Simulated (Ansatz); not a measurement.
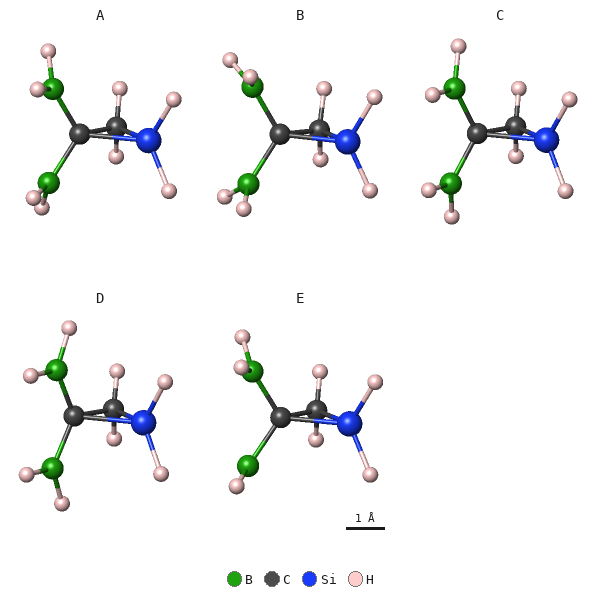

5 geometries from one relaxation of C$_{2}$H$_{8}$B$_{2}$Si, in shuffled order. A ball-and-stick model, seen at a tilt.

The run prepares an end point of a later path (hydrogen shift) calculation, from a guessed geometry.

These are results of Ansatz 0.2.0, RKS CAM-B3LYP/6-31G*, not measurements. (no spin polarisation; force threshold 0.02 eV/Å; at most 50 steps)

Order the frames from highest to lowest energy.

B, E, A, C, D. They are steps 0, 2, 3, 5, 12, at +1.267 eV, +0.435 eV, +0.244 eV, +0.053 eV relative to the last. The energy falls by 1.267 eV in 10 accepted moves (12 points after the start). The largest force component goes from 3.6 to 0.019 eV/Å. The line search rejected the trial steps at points 8, 10 of the run. The largest moves after the best rigid fit, 1.22 Å, are those of H atoms. By element the largest moves are H 1.22 Å, Si 0.28 Å, C 0.27 Å, B 0.17 Å. Near-neighbour distances that change, for instance: C–H 1.147 → 1.088 Å, B–H 1.247 → 1.195 Å, H–Si 1.422 → 1.473 Å, C–H 1.040 → 1.088 Å. Bond angles that change, for instance: C–Si–H 107.8° → 121.2°, B–C–Si 115.8° → 103.1°, B–C–Si 114.8° → 102.8°. The run took 24 s on 2 threads of AMD EPYC 9R45 96-Core Processor (Zen 5) (shared host), peak memory 0.25 GiB.
